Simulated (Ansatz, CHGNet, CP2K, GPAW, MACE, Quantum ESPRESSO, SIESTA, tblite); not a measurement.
**Running glassy 86SiO2-5SrO-5ZnO-5MgO (mol %) (63 atoms) with GPAW**

How do the settings of GPAW change the result for glassy 86SiO2-5SrO-5ZnO-5MgO (mol %) (63 atoms)? A plane-wave run serves as the yardstick.

Program: GPAW 26.7.0. Level of theory: the method is named at each step. Results are calculated unless marked as measured.

### 1. Set-up

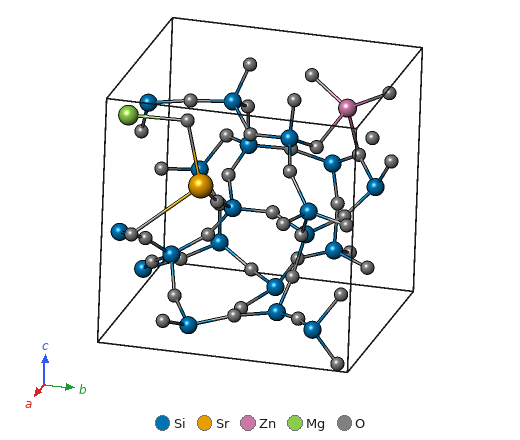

Start, viewed slightly off an axis; silicon blue, strontium orange, zinc pink, magnesium green, oxygen grey. Bonds to atoms that aren't drawn are left out. Some periodic images of atoms are drawn too.

The cell holds 63 atoms: 19 Si, 1 Sr, 1 Zn, 1 Mg and 41 O. Cell: a = 9.658 Å, b = 9.658 Å, c = 9.658 Å, α = 90.0°, β = 90.0°, γ = 90.0°. 63 atoms (19 Si, 1 Sr, 1 Zn, 1 Mg, 41 O) placed at random at 2.44 g/cm³, melted at 4000 K for 10 ps at fixed volume with the Morse and Coulomb pair potential with partial charges (Pedone, Malavasi, Menziani, Cormack and Segre, J. Phys. Chem. B 110, 11780 (2006)). Quenched from 4000 K to 300 K at 50 K/ps and fixed volume, held 10 ps at zero pressure. Then every atom was moved at random, 0.05 Å r.m.s. a Cartesian component.

The yardstick, on the same geometry:

| Item | Value |
| --- | --- |
| method | Kohn-Sham DFT, PBE, PAW, plane waves (Ansatz 0.2.0); cutoff 420 eV, Γ point, fermi-dirac smearing of 0.05 eV; PAW set soft_2 |
| r.m.s. force component | 2.63 eV/Å |
| longest force | 12.41 eV/Å |
| pressure | 5.5 GPa |
| gap (highest filled to lowest empty level) | 2.478 eV |
| SCF cycles | 9 |
| time | 8.3 s on 4 threads of Arm Neoverse V1, shared host |
| CPU time | 31 s |

### 2. PBE, LCAO dzp, h 0.18 Å

Method: Kohn-Sham DFT, PBE, PAW, atomic orbitals (dzp).

run.py

```python
import numpy as np
from ase.io import read
from gpaw import GPAW, FermiDirac

atoms = read("structure.xyz")
atoms.calc = GPAW(
    mode="lcao",
    basis="dzp",
    h=0.18,
    xc="PBE",
    kpts={"size": (1, 1, 1), "gamma": True},
    occupations=FermiDirac(0.05),
    maxiter=200,
    symmetry={"point_group": False},
    txt="gpaw.txt",
)
energy = atoms.get_potential_energy(force_consistent=True)
forces = atoms.get_forces()
print(f"energy {energy:.6f} eV")
print("forces (eV/A)")
for i, (a, f) in enumerate(zip(atoms, forces)):
    print(f"{i:4d} {a.symbol:2s} {f[0]:10.5f} {f[1]:10.5f} {f[2]:10.5f}")
print(f"Fermi level {atoms.calc.get_fermi_level():.4f} eV")
for k in range(len(atoms.calc.get_ibz_k_points())):
    for s in range(atoms.calc.get_number_of_spins()):
        e = atoms.calc.get_eigenvalues(kpt=k, spin=s)
        n = np.searchsorted(e, atoms.calc.get_fermi_level())
        print(f"k {k} spin {s} levels about the Fermi level:", np.round(e[max(n - 6, 0):n], 4).tolist(), "|", np.round(e[n:n + 6], 4).tolist())
```

structure.xyz

```xyz
63
Lattice="9.65803 0.00000 0.00000 0.00000 9.65803 0.00000 0.00000 0.00000 9.65803" Properties=species:S:1:pos:R:3 pbc="T T T"
Si 5.77483 1.73835 2.40070
Si 7.90065 7.49743 5.51966
Si 3.46105 0.09668 0.86410
Si 2.75051 5.03299 0.51670
Si 1.15829 2.42494 1.43354
Si 5.13962 3.87895 4.29502
Si 6.75135 6.12821 0.98377
Si 7.90645 3.03011 0.46919
Si 4.80757 0.39965 7.92944
Si 4.46713 3.55811 8.25597
Si 3.42290 8.91079 5.18240
Si 5.91516 6.15497 7.59730
Si 8.09324 0.30181 3.89170
Si 2.44986 3.72800 5.88541
Si 5.40299 6.78873 3.70743
Si 9.09555 8.11110 1.31098
Si 1.33059 1.59715 4.27899
Si 2.17113 7.09431 2.03137
Si 1.35280 6.70596 5.15343
Sr 8.46072 3.44512 6.22711
Zn 3.09665 7.64105 8.04166
Mg 8.07382 0.46832 8.53113
O 6.86589 0.99381 3.32449
O 0.64699 7.31876 1.47497
O 4.81540 5.34050 4.20337
O 6.52564 3.61944 4.98007
O 6.83624 6.98681 4.17459
O 2.91682 5.88918 1.81030
O 1.43287 2.44242 3.05300
O 2.75408 8.54456 1.71720
O 4.14658 4.08960 0.02386
O 5.74189 6.41902 2.09183
O 2.31242 0.37270 4.48587
O 6.20210 9.41812 8.10772
O 7.19620 6.53907 6.75879
O 4.74837 6.92162 6.95813
O 9.38036 1.07330 4.31511
O 7.90075 2.70763 8.53895
O 5.02160 2.93411 3.08729
O 2.65625 6.11199 9.01519
O 9.43464 6.92046 5.46461
O 1.69218 3.81569 0.71469
O 4.41015 8.00216 4.23398
O 5.51860 4.54797 7.42712
O 2.95796 3.76586 7.58590
O 1.34643 2.58710 5.75223
O 4.68328 0.73391 1.63057
O 1.75361 7.05857 3.74490
O 2.25602 7.93243 5.95331
O 2.13085 1.18543 0.95257
O 7.77858 7.21339 1.20358
O 1.81986 5.20549 5.70509
O 6.02429 6.31490 9.16470
O 7.45252 4.66860 0.90670
O 7.94740 8.99143 5.17535
O 4.00760 9.63021 6.48054
[... 3 atom lines left out ...]
O 9.14133 9.12771 0.10363
O 4.80806 2.01785 8.21715
O 6.76738 2.17151 1.15645
O 9.31333 2.39336 1.02955
```

On the command line:

```sh
$ OMP_NUM_THREADS=1 python run.py > output.txt
```

The program printed:

```text
energy -430.090349 eV
forces (eV/A)
   0 Si    0.68096   -0.50093   -3.15544
   1 Si   -3.43545   -6.37736   -0.73025
   2 Si   -4.78265    2.36012    5.01748
   3 Si    2.56271   -4.24855   -5.79472
   4 Si    4.10874    0.09215   -1.29820
   5 Si    0.74519   -2.88967    4.95417
   6 Si   -0.65694   -3.22394   -4.80912
   7 Si   -0.67915    3.64205   -0.13483
   8 Si   -0.93310    1.10865   -1.51415
   9 Si   -1.06474    2.84378   -3.38035
  10 Si   -2.27236   -0.80646   -0.05341
  11 Si   -2.31963   -1.93177    1.04999
  12 Si    3.17319   -4.32411   -2.44142
  13 Si    4.04439    1.61455    4.97262
  14 Si   -2.19471   -2.02404   -1.83455
  15 Si   -7.87421    6.87746    0.63762
  16 Si   -2.41317   -2.67887    6.13216
  17 Si   -7.64426    9.48481    4.50404
  18 Si    0.89015   -0.46751    4.25681
  19 Sr   -0.99335    0.61621    0.16670
  20 Zn    1.17532   -1.80327   -1.25692
  21 Mg   -1.32549    0.02726    1.24424
  22 O    -3.96295    1.43911    0.61415
  23 O     7.55004   -6.49707    0.76621
[...]
55 O     1.33107    1.80841    1.51472
  56 O    -0.02904   -0.86788   -0.48513
  57 O     0.73916   -1.43346   -4.75090
  58 O     0.56334   -1.47474   -1.21233
  59 O     0.09286    1.54693   -2.59702
  60 O     0.84010   -2.99815   -0.24349
  61 O    -1.86807   -1.19487    0.57570
  62 O    -2.19517   -0.38441    0.28727
Fermi level 3.8337 eV
k 0 spin 0 levels about the Fermi level: [1.8721, 1.9373, 2.0006, 2.0727, 2.2931, 2.6943] | [4.9642, 5.9353, 6.5781, 6.9216, 7.0182, 7.3166]
```

gpaw.txt:

```text
Input parameters:
  mode=LCAO(),
  basis={'default': 'dzp'},
  h=0.18,
  kpts=MonkhorstPack(size=(1, 1, 1), gamma=True),
  maxiter=200,
  occupations=Occupations(name='fermi-dirac', width=0.05, fixmagmom=False),
  symmetry=Symmetry(point_group=False),
  xc=XC(name='PBE')
Unit cell  # Å
| periodic |        x |        y |        z |  lengths |    angles |
|----------|----------|----------|----------|----------|-----------|
|      yes | 9.658030 | 0.000000 | 0.000000 | 9.658030 | 90.000000 |
|      yes | 0.000000 | 9.658030 | 0.000000 | 9.658030 | 90.000000 |
|      yes | 0.000000 | 0.000000 | 9.658030 | 9.658030 | 90.000000 |
Number of symmetries: 1
Symmetry operations  # r_c * U_cc + t_c -> r_c
|   | kind |            matrix            |
|---|------|------------------------------|
| 0 |  E   |  1, 0, 0,  0, 1, 0,  0, 0, 1 |
BZ-sampling:
  Number of BZ points: 1
  Number of IBZ points: 1
  Monkhorst-Pack size: [1, 1, 1]
  Monkhorst-Pack shift: [0, 0, 0]
[... lines left out ...]
Reference energy: -374323.226650  # eV
eigensolver:
density mixing:
  MSR1-Mixer
occupation numbers:
  Fermi-Dirac:
    width: 0.0500  # eV
FastPoissonSolver using
    Stencil: 6*3+1=19 point O(h^6) finite-difference Laplacian
xc functional:
  name: PBE with 2 nearest neighbor stencil
interpolation: tri-quintic # 5. degree polynomial
Initialization done in: 9.669 s
convergence criteria:
- Maximum [total energy] change in last 3 cyles: 0.0005 eV / valence electron
- Maximum integral of absolute [dens]ity change: 0.0001 electrons / valence electron
- Maximum integral of absolute [eigenst]ate change: 4e-08 eV^2 / valence electron
maximum number of iterations: 200
SCF iterations
|iter     |      energy | eigst |  dens |
|---------|-------------|-------|-------|
|iter:   1| -473.595958 |      c|       |
|iter:   2| -462.541826 |      c| -0.79 |
|iter:   3| -429.628555 |      c| -0.83 |
|iter:   4| -429.960005 |      c| -1.46 |
|iter:   5| -430.134704 |      c| -1.76 |
|iter:   6| -430.091070c|      c| -2.28 |
|iter:   7| -430.090517c|      c| -3.07 |
|iter:   8| -430.090361c|      c| -3.48 |
|iter:   9| -430.090349c|      c| -4.02c|
Converged in 9 steps
SCF loop duration: 66.922 s (7.436 s/step)
Energy contributions relative to reference atoms: (reference = -374323.226650)
Energy contributions:
  Kinetic:         561.804811
  Coulomb:        -472.065863
  Zero:              7.470791
  External:          0.000000
  Xc:             -527.300088
  Entropy:          -0.000000
  Spinorbit:         0.000000
  ----------------------------
  Free energy:    -430.090349
  Extrapolated:   -430.090349
dipole moment: (52.467103, 4.300817, -69.860444)  # |e|*Ang
Fermi level: 3.834
Eigenvalues  # (at kpt = [0.000, 0.000, 0.000])
| band index |      eig [eV] | occ [0-2] |
|------------|---------------|-----------|
|          0 |       -72.786 |     2.000 |
|        ... |               |           |
|        169 |         1.659 |     2.000 |
|        170 |         1.766 |     2.000 |
[...]
|        184 |         7.691 |     0.000 |
|        ... |               |           |
|        216 |        10.716 |     0.000 |
Gap: 2.270 eV
Transition (v -> c):
  (s=0, k=0, n=176, [0.00, 0.00, 0.00]) -> (s=0, k=0, n=177, [0.00, 0.00, 0.00])
No difference between direct/indirect transitions
Force computation time: 17.884  # s
timing:  # [seconds]
  Total:  94.504  # ━━━━━━━━━━━━━━━━━━━━━━━━━━━━━━━━━━━━━━━━━━━━━━━━━━━━━━━━━
  Init:    9.668  # ━━━━━━
  SCF:    66.922  # ━━━━━━━━━━━━━━━━━━━━━━━━━━━━━━━━━━━━━━━━╸
  Forces: 17.884  # ━━━━━━━━━━━
```

Wall time 96 s (1 thread of Arm Neoverse V1, shared host); peak memory 1.1 GiB.

Banners, paths, timers and routine set-up lines are dropped from the logs unmarked, and long logs keep their key lines alone; longer cuts are marked.

Numbers from this run, and their distance from the reference:

```
r.m.s. force component                           : 2.909 eV/Å
r.m.s. difference of force components            : 398.1 meV/Å
longest difference of force vectors              : 1670 meV/Å
force difference over r.m.s. force               : 15.13 %
slope of forces against the reference's          : 1.1
correlation of force components                  : 0.9947
gap (highest filled to lowest empty level) : 2.27 eV
gap difference                                   : -0.2078 eV
```

Length of the force difference by element (eV/Å):

| element | atoms | mean | most |
| --- | --- | --- | --- |
| Mg | 1 | 0.17 | 0.17 |
| O | 41 | 0.74 | 1.7 |
| Si | 19 | 0.44 | 0.77 |
| Sr | 1 | 0.15 | 0.15 |
| Zn | 1 | 0.074 | 0.074 |

Levels nearest the highest filled one (eV from it): -0.82, -0.76, -0.69, -0.62, -0.40, 0.00, 2.27, 3.24, 3.88, 4.23, 4.32, 4.62.

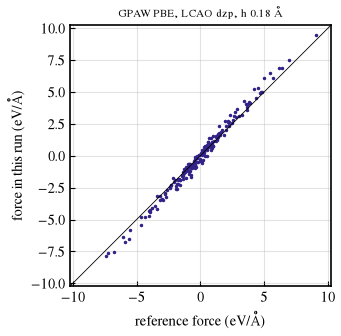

Force components against those of the reference; the line marks equality.

A closer look about Si18, which bears the longest force: 11 atoms, nearest first, numbered in the order of the input, with positions taken from that point.

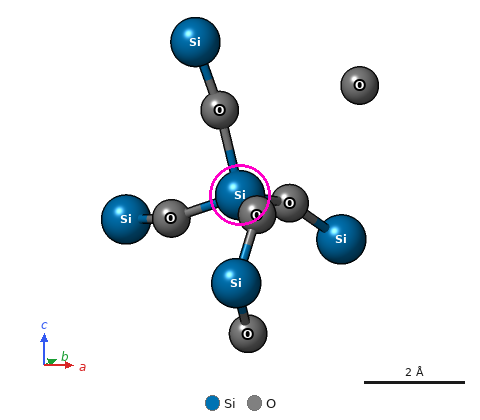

The atoms of the table, within 3.3 Å (arrows a, b, c point along x, y, z); some may hide others; the central atom is ringed.

| atom | x | y | z | distance (Å) | bonds | Fx | Fy | Fz (eV/Å) |
| --- | --- | --- | --- | --- | --- | --- | --- | --- |
| Si18 | 0.00 | 0.00 | 0.00 | 0.00 | 4 | -7.64 | 9.48 | 4.50 |
| O28 | 0.75 | -1.21 | -0.22 | 1.43 | 2 | 6.08 | -7.58 | 2.36 |
| O30 | 0.58 | 1.45 | -0.31 | 1.59 | 2 | 2.02 | 0.46 | -0.11 |
| O24 | -1.52 | 0.22 | -0.56 | 1.64 | 2 | 7.55 | -6.50 | 0.77 |
| O48 | -0.42 | -0.04 | 1.71 | 1.76 | 2 | 1.67 | 0.67 | -6.73 |
| Si4 | 0.58 | -2.06 | -1.51 | 2.62 | 4 | 2.56 | -4.25 | -5.79 |
| O40 | 0.49 | -0.98 | -2.67 | 2.89 | 2 | -1.56 | 1.43 | -0.55 |
| Si16 | -2.73 | 1.02 | -0.72 | 3.00 | 4 | -7.87 | 6.88 | 0.64 |
| Si3 | 1.29 | 2.66 | -1.17 | 3.18 | 4 | -4.78 | 2.36 | 5.02 |
| Si19 | -0.82 | -0.39 | 3.12 | 3.25 | 4 | 0.89 | -0.47 | 4.26 |
| O43 | 2.24 | 0.91 | 2.20 | 3.27 | 2 | -0.44 | 1.15 | -0.84 |

Atoms are counted from 1 here, from 0 in the log.

Forces lie 15 % from the reference's, at 3.1 times its CPU time (on 1 against 4 cores).

The forces add up to 0.55 eV/Å instead of zero, usually a sign of too coarse a grid.

### 3. PBE, LCAO sz(dzp), h 0.18 Å

Method: Kohn-Sham DFT, PBE, PAW, atomic orbitals (sz(dzp)).

run.py: that of step 2 with these lines changed.

```diff
@@ -7,3 +7,3 @@
     mode="lcao",
-    basis="dzp",
+    basis="sz(dzp)",
     h=0.18,
```

structure.xyz is that of step 2.

The program printed:

```text
energy -319.758647 eV
forces (eV/A)
   0 Si    0.09313   -1.33670   -3.76630
   1 Si   -2.98781   -6.85722    0.09568
   2 Si   -5.46411    2.52305    6.06434
   3 Si    3.39966   -6.42592   -5.27607
   4 Si    4.28482    0.09590   -1.53360
   5 Si   -1.30882   -2.74777    4.75848
   6 Si   -1.34029   -3.16358   -4.80443
   7 Si   -0.46371    4.46909    0.99485
   8 Si   -2.14594    1.56661   -2.51417
   9 Si    0.12722    1.63953   -3.39870
  10 Si   -1.73306   -0.13872   -0.94973
  11 Si   -1.11930   -2.02136    1.38077
[...]
58 O     0.94244   -1.94571   -1.66100
  59 O    -0.44437    3.15237   -4.53019
  60 O     0.79581   -2.97563   -0.10067
  61 O    -2.05209   -1.50973    0.59348
  62 O    -2.74348   -0.42206    0.27081
Fermi level 4.9356 eV
k 0 spin 0 levels about the Fermi level: [3.215, 3.2425, 3.2615, 3.3647, 3.5772, 3.9509] | [5.9217, 6.9331, 7.6173, 7.8883, 8.0403, 8.2494]
```

gpaw.txt:

```text
Input parameters:
  mode=LCAO(),
  basis={'default': 'sz(dzp)'},
  h=0.18,
  kpts=MonkhorstPack(size=(1, 1, 1), gamma=True),
  maxiter=200,
  occupations=Occupations(name='fermi-dirac', width=0.05, fixmagmom=False),
  symmetry=Symmetry(point_group=False),
  xc=XC(name='PBE')
[... lines left out ...]
  Fermi-Dirac:
[... lines left out ...]
convergence criteria:
- Maximum [total energy] change in last 3 cyles: 0.0005 eV / valence electron
[... lines left out ...]
Converged in 10 steps
[... lines left out ...]
  Free energy:    -319.758647
[... lines left out ...]
Fermi level: 4.936
[... lines left out ...]
|          0 |       -72.328 |     2.000 |
|        ... |               |           |
|        169 |         2.933 |     2.000 |
|        170 |         3.004 |     2.000 |
[...]
|        184 |         8.568 |     0.000 |
|        ... |               |           |
|        216 |        12.660 |     0.000 |
Gap: 1.971 eV
Transition (v -> c):
  (s=0, k=0, n=176, [0.00, 0.00, 0.00]) -> (s=0, k=0, n=177, [0.00, 0.00, 0.00])
No difference between direct/indirect transitions
Force computation time: 4.647  # s
timing:  # [seconds]
  Total:  36.939  # ━━━━━━━━━━━━━━━━━━━━━━━━━━━━━━━━━━━━━━━━━━━━━━━━━━━━━━━━━
  Init:    6.384  # ━━━━━━━━━━
  SCF:    25.885  # ━━━━━━━━━━━━━━━━━━━━━━━━━━━━━━━━━━━━━━━━
  Forces:  4.647  # ━━━━━━━
```

Run time: 38 s. Hardware: 1 thread; peak memory 0.9 GiB.

Against the reference:

* r.m.s. force component: 3.315 eV/Å
* r.m.s. difference of force components: 1072 meV/Å
* longest difference of force vectors: 4231 meV/Å
* force difference over r.m.s. force: 40.76 %
* slope of forces against the reference's: 1.211
* correlation of force components: 0.961
* gap (highest filled to lowest empty level): 1.971 eV
* gap difference: -0.5069 eV

This is a coarse setting, run to see what it loses.

Against the first run (15 %), the force difference from the reference is 41 %, at 0.40 times the CPU time, with 270 basis functions against 849: the smaller basis costs accuracy.

The forces add up to 0.56 eV/Å instead of zero, usually a sign of too coarse a grid.

### 4. PBE, LCAO dzp, h 0.25 Å

Method: Kohn-Sham DFT, PBE, PAW, atomic orbitals (dzp).

run.py: that of step 3 with these lines changed.

```diff
@@ -7,4 +7,4 @@
     mode="lcao",
-    basis="sz(dzp)",
-    h=0.18,
+    basis="dzp",
+    h=0.25,
     xc="PBE",
```

structure.xyz is that of step 3.

The program printed:

```text
energy -412.322497 eV
forces (eV/A)
   0 Si    0.68009   -0.50820   -3.15153
   1 Si   -3.42009   -6.37094   -0.72805
   2 Si   -4.77754    2.35045    5.00777
   3 Si    2.56277   -4.22817   -5.77705
   4 Si    4.08603    0.08750   -1.26989
   5 Si    0.74969   -2.88260    4.95359
   6 Si   -0.65519   -3.24731   -4.80640
   7 Si   -0.66210    3.65051   -0.15649
   8 Si   -0.92347    1.10315   -1.51543
   9 Si   -1.06625    2.82336   -3.39386
  10 Si   -2.27167   -0.80774   -0.05587
  11 Si   -2.31641   -1.93114    1.05532
  12 Si    3.18230   -4.32189   -2.43993
  13 Si    4.03902    1.62127    4.95188
  14 Si   -2.19860   -2.02108   -1.85519
  15 Si   -7.85955    6.88290    0.64782
  16 Si   -2.40774   -2.67494    6.14545
  17 Si   -7.64344    9.48732    4.50067
  18 Si    0.88558   -0.47822    4.22628
  19 Sr   -0.97936    0.61829    0.16071
  20 Zn    1.17858   -1.80593   -1.26411
  21 Mg   -1.32337    0.02855    1.24081
  22 O    -4.05268    1.25186    0.88524
  23 O     7.71760   -6.73087    0.57742
[...]
55 O     1.41374    1.95265    1.64408
  56 O     0.02478   -0.67403   -0.48043
  57 O     0.40385   -1.19575   -4.85504
  58 O     0.28828   -1.36856   -1.45571
  59 O     0.42047    1.80444   -2.73173
  60 O     0.96120   -2.99536   -0.25087
  61 O    -1.92212   -1.24435    0.81285
  62 O    -2.13696   -0.20633    0.03957
Fermi level 3.8377 eV
k 0 spin 0 levels about the Fermi level: [1.8788, 1.9467, 2.0071, 2.0789, 2.299, 2.7022] | [4.9649, 5.9385, 6.5838, 6.928, 7.0251, 7.321]
```

gpaw.txt:

```text
Input parameters:
  mode=LCAO(),
  basis={'default': 'dzp'},
  h=0.25,
  kpts=MonkhorstPack(size=(1, 1, 1), gamma=True),
  maxiter=200,
  occupations=Occupations(name='fermi-dirac', width=0.05, fixmagmom=False),
  symmetry=Symmetry(point_group=False),
  xc=XC(name='PBE')
Unit cell  # Å
| periodic |        x |        y |        z |  lengths |    angles |
[... lines left out ...]
  Fermi-Dirac:
[... lines left out ...]
convergence criteria:
- Maximum [total energy] change in last 3 cyles: 0.0005 eV / valence electron
[... lines left out ...]
Converged in 9 steps
[... lines left out ...]
  Free energy:    -412.322497
  Extrapolated:   -412.322497
dipole moment: (53.081714, 4.670037, -69.770191)  # |e|*Ang
Fermi level: 3.838
Eigenvalues  # (at kpt = [0.000, 0.000, 0.000])
| band index |      eig [eV] | occ [0-2] |
|------------|---------------|-----------|
|          0 |       -72.781 |     2.000 |
|        ... |               |           |
|        169 |         1.664 |     2.000 |
|        170 |         1.771 |     2.000 |
[...]
|        184 |         7.696 |     0.000 |
|        ... |               |           |
|        216 |        10.724 |     0.000 |
Gap: 2.263 eV
Transition (v -> c):
  (s=0, k=0, n=176, [0.00, 0.00, 0.00]) -> (s=0, k=0, n=177, [0.00, 0.00, 0.00])
No difference between direct/indirect transitions
Force computation time: 9.948  # s
timing:  # [seconds]
  Total:  56.213  # ━━━━━━━━━━━━━━━━━━━━━━━━━━━━━━━━━━━━━━━━━━━━━━━━━━━━━━━━━
  Init:    8.305  # ━━━━━━━━╸
  SCF:    37.934  # ━━━━━━━━━━━━━━━━━━━━━━━━━━━━━━━━━━━━━━╸
  Forces:  9.948  # ━━━━━━━━━━
```

Wall time 57 s (1 thread); peak memory 0.67 GiB.

Compared with the plane-wave run:

| Property | Result |
| --- | --- |
| r.m.s. force component | 2.91 eV/Å |
| r.m.s. difference of force components | 415.9 meV/Å |
| longest difference of force vectors | 1628 meV/Å |
| force difference over r.m.s. force | 15.81 % |
| slope of forces against the reference's | 1.1 |
| correlation of force components | 0.9938 |
| gap (highest filled to lowest empty level) | 2.263 eV |
| gap difference | -0.215 eV |
| energy less the same-level run's | 282 meV/atom |
| r.m.s. force difference from the same-level run | 144.4 meV/Å |

This is a coarse setting, run to see what it loses.

Against the first run (15 %), the force difference from the reference is 16 %, at 0.60 times the CPU time.

The forces add up to 1.7 eV/Å instead of zero, usually a sign of too coarse a grid.

(Part 1 of 2 ends here.)

[Also dropped from logs without a mark: logging warnings of Python, and SIESTA's first energy breakdown and zero terms.]

[Logs are printed without paths, hosts, clocks, repeated set-up lines and the standing remarks that a program may print on its own settings, such as how far it seeks lower states.]

[Hosts, paths, dates, database ids (printed as entryN), source tags and the programs' standing remarks are cut or masked in the printed files.]
